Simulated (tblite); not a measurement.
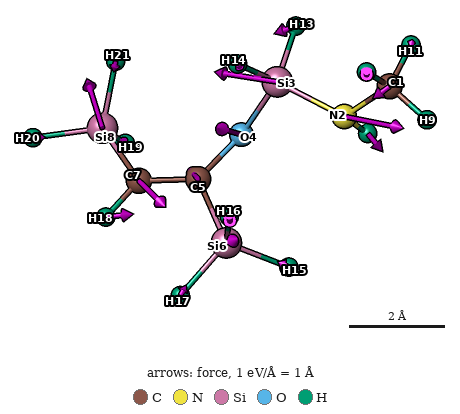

Starting geometry of C₃H₁₃NOSi₃ with the computed forces as purple arrows. Style: ball-and-stick. Shown at a tilt.

These are results of GFN2-xTB geometry optimisation, gas phase in tblite 0.8.0, not measurements. 

**What follows when this structure is relaxed?**

It isn't relaxed: the largest force vector, on the N atom, is 1.61 eV/Å. The final displacements have little in common with the starting forces (cosine between the two patterns 0.18). The energy falls by 0.462 eV in 137 geometry steps. The largest move after the best rigid fit is that of an H atom, 0.78 Å. By element the largest moves are H 0.78 Å, O 0.51 Å, Si 0.18 Å, C 0.17 Å, N 0.13 Å. Near-neighbour distances that change, for instance: O–Si 1.678 → 1.617 Å, C–O 1.411 → 1.361 Å, C–Si 1.831 → 1.877 Å, H–Si 1.500 → 1.463 Å. Among the angles between lasting bonds that change: Si–O–C 121.4° → 135.2°, O–Si–H 109.5° → 98.3°, Si–C–H 111.6° → 121.9°. Groups turn about C–O by about 30°, O–Si by about 25°, C–Si by about 20°.
